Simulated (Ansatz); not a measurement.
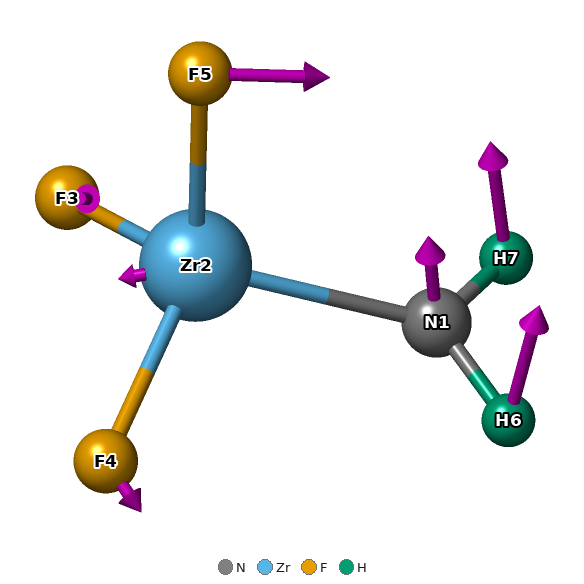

The arrows show one normal mode. The species is neutral and a spin singlet. Harmonic vibrations computed with RKS PBE0-D4/def2-TZVP, core potentials on Zr (Ansatz 0.2.0) at a stationary point of the same level.

Describe the motion.

Answer. Mostly F–Zr–N bending.

Estimate its harmonic wavenumber.

Answer. 181 cm⁻¹; it is mode 5 of 15 counted from the lowest.
